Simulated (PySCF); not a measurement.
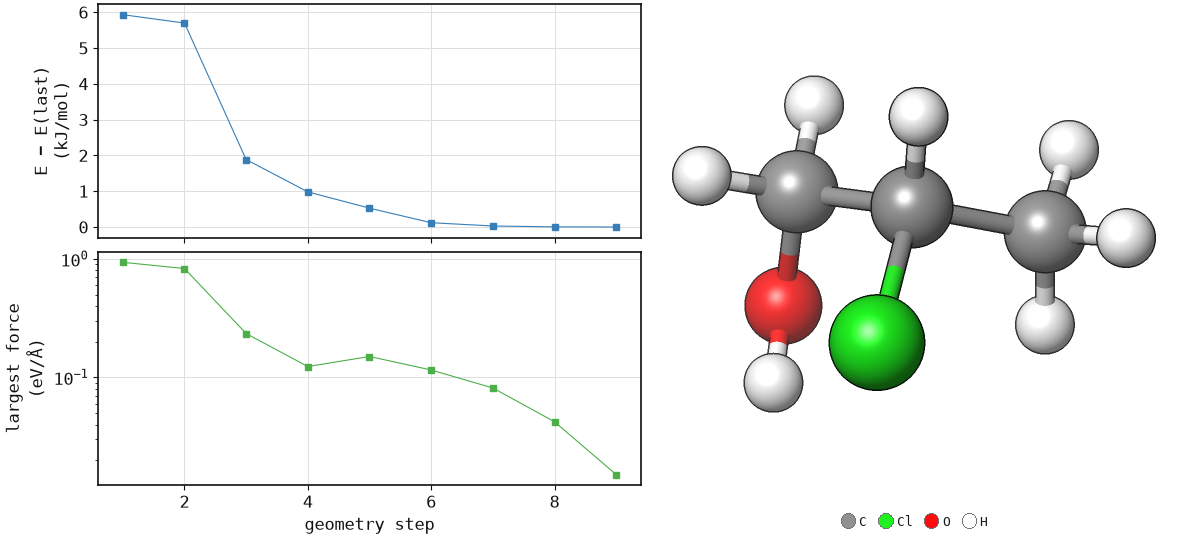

Beside the plot: the molecule at the start.

History of a geometry optimisation.

2-Chloropropan-1-ol (g-ga) (SMILES C[C@H](Cl)CO); PySCF, PBE0-D3(BJ)/def2-SVP, geometry optimisation.

Question: How did the optimisation end?

Answer: The optimisation met its thresholds at geometry 9, counting the start as the first. The energy fell by about 5.9 kJ/mol from the first step to the last. The largest force goes from about 0.93 eV/Å at the start to 0.015 eV/Å at the end.
